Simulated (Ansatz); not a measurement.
**GeH₄···H₂O···HF: density, localisation and related maps**

Input

```
crystal:
  periodic: [false, false, false]
  atoms:
    - { symbol: Ge, position_ang: [-0.728006, -1.442035, -0.331753] }
    - { symbol: H, position_ang: [0.677103, -0.951804, -0.636573] }
    - { symbol: H, position_ang: [-0.803258, -2.946353, -0.638395] }
    - { symbol: H, position_ang: [-1.037605, -1.224912, 1.153928] }
    - { symbol: H, position_ang: [-1.741998, -0.69512, -1.199906] }
    - { symbol: H, position_ang: [0.430322, 2.166012, -0.08201] }
    - { symbol: O, position_ang: [-0.235449, 1.60523, 0.346241] }
    - { symbol: H, position_ang: [1.39477, 0.646585, 0.152893] }
    - { symbol: F, position_ang: [2.242428, 0.948579, -0.034277] }
    - { symbol: H, position_ang: [-0.198406, 1.893817, 1.269852] }
basis:
  gaussian: { orbitals: def2-SVP }
hamiltonian:
  xc: r2scan
  dispersion: d4
relax:
  f_tol: 0.03
  max_steps: 50
output:
  orbitals: {}
```

Launched as:

```sh
ansatz run input.yaml --threads 2 --pin off --max-ram 3072MiB --backend cpu --events-out ev --progress --plain --runs-dir out
```

The fields are those of the run's last geometry, not of the input's.

Computed with Ansatz, RKS r2SCAN-D4/def2-SVP.

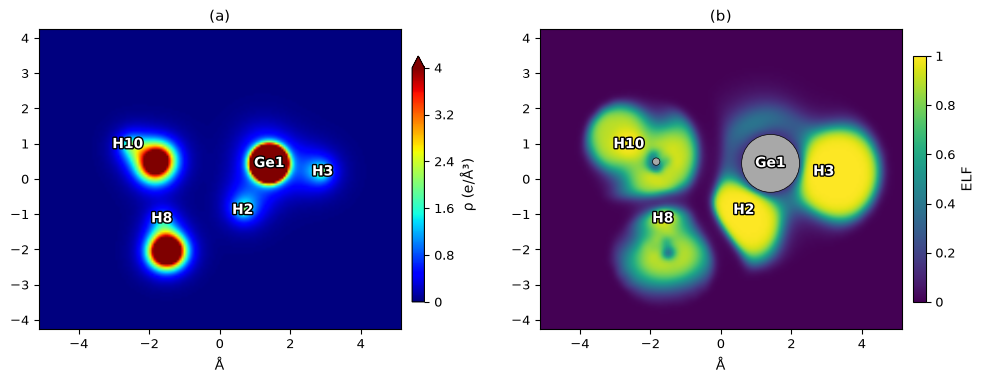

Figure 1. (a) electron density; (b) ELF on the plane of atoms H2, Ge1 and H3. Grey discs cover the atomic cores in the ELF map.

Read the bonding off the picture.

Answer. The section cuts through Ge and H sites.
Ge–H (1.53 Å): the density is about 1.1 e/Å³ at the midpoint; the ELF climbs to about 1 towards the hydrogen.
The ELF also peaks beside F9 and O7, away from the bonds: lone-pair regions.

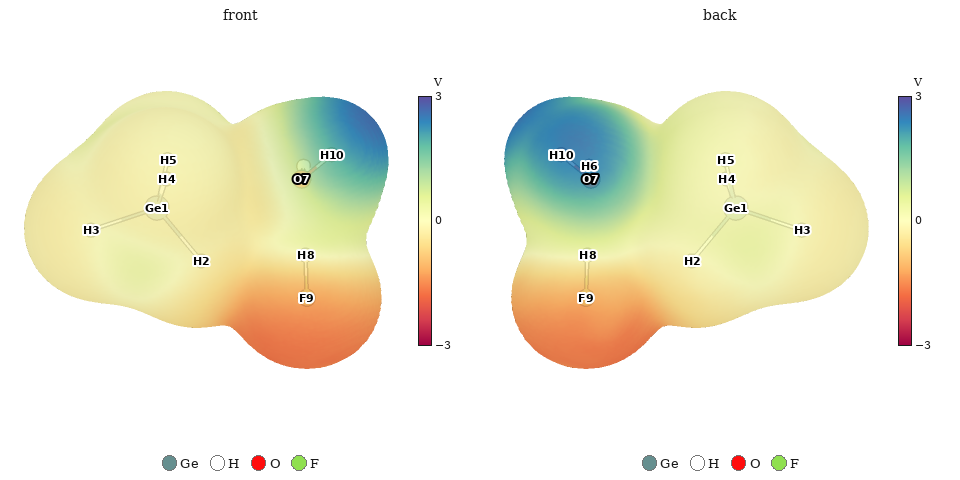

Figure 2. The molecular electrostatic potential painted on the density surface at 0.001 e/bohr³, seen from the front and from behind; red is negative and blue positive.

Which sites attract a positive test charge, and which a negative one?

Answer. A positive charge is drawn to the negative regions and a negative charge to the positive ones. The most negative region (about −1.7 V, or −39 kcal/mol for a unit charge) lies over F9, the most positive (about +2.6 V, or +60 kcal/mol for a unit charge) over H10.

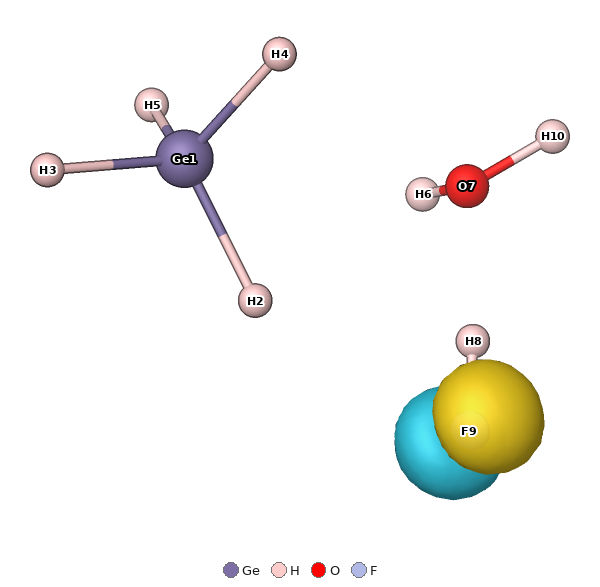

Figure 3. The HOMO−1 at ±0.4 Å⁻³ᐟ² (yellow and cyan are the two phases), seen at a tilt.

Where does this orbital lie, and at what energy?

Answer. It lies mainly on F9 (about 90 %); largely a lone pair of F9. Its energy is −8.05 eV.
